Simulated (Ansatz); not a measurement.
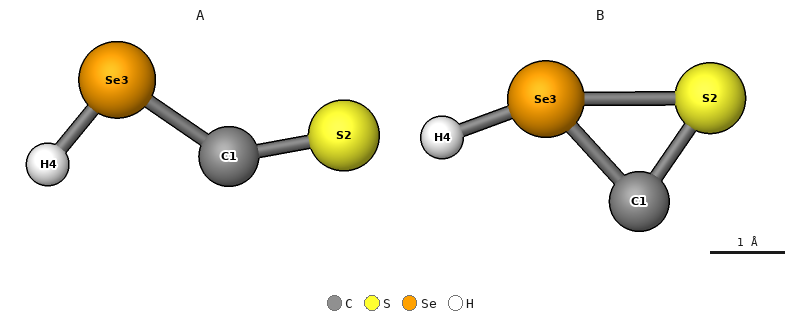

Two geometries of CHSSe (multiplicity 2), drawn at one scale. One is the start of a relaxation, the other its converged end. The picture is a ball-and-stick view, seen face on.

All numbers below come from UKS PBE-D4/def2-SVP in Ansatz. Settings: force threshold 0.03 eV/Å; at most 250 steps.

Question: Which one is relaxed?

Answer: Structure A is the relaxed one. It is one of the separated reactants of a reaction. The largest move after the best rigid fit is that of S2, 0.68 Å. Largest moves by element: S 0.68 Å, C 0.63 Å, Se 0.47 Å, H 0.38 Å. Near-neighbour distances that change, for instance: S2–Se3 2.244 → 3.186 Å, C1–S2 1.712 → 1.594 Å, C1–Se3 1.889 → 1.850 Å, Se3–H4 1.510 → 1.493 Å. Bonds break, among them: S2–Se3 (2.24 → 3.19 Å). Among the angles between lasting bonds that change: S2–C1–Se3 76.9° → 135.2°, C1–Se3–H4 112.1° → 94.9°. After 8 geometry steps the energy has fallen by 2.863 eV. The largest force component goes from 3.6 to 0.0044 eV/Å.
